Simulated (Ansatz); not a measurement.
# Predicting a hybrid from its neighbours: ZrCl4 (zirconium tetrachloride)

ZrCl4: 5 atoms, total charge 0, spin state singlet. As SMILES, `Cl[Zr](Cl)(Cl)Cl`. Geometry: relaxed at PBE0-D4/def2-TZVP.

The vertical energy of the triplet above the singlet y, in eV, basis def2-SVP with a core potential; a is the functional's share of exact exchange. Programs: Ansatz 0.2.0.

```
functional  program     a  y (eV)
    revPBE   Ansatz     0    5.09
    r2SCAN   Ansatz     0    5.32
     B3LYP   Ansatz   0.2    5.36
   r2SCAN0   Ansatz  0.25       ?
      PBE0   Ansatz  0.25    5.43
     BHLYP   Ansatz   0.5    5.71
```

Fit y = c + s·a to the known rows and predict r2SCAN0.


1. Means of the 5 rows: a = 0.1900, y = 5.382.
2. Σ(Δa)² = 0.172, Σ(Δa·Δy) = 0.1716, so the slope is 0.1716/0.172 = 0.99767.
3. Intercept: 5.382 − (0.99767) × 0.1900 = 5.192. The largest residual of the fit is 0.13.
4. r2SCAN0: 5.192 + (0.99767) × 0.25 = 5.44 eV.

The run gave 5.55 eV, so the prediction is off by -0.11 eV, within the scatter of the fit. The rows mix families of semi-local functionals, which the line can't see. Spin-orbit coupling is left out.

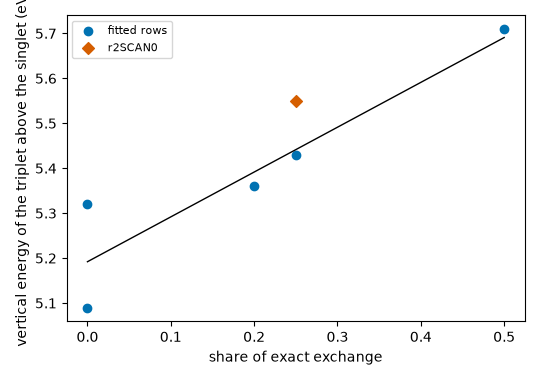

The fitted line, with the withheld row.
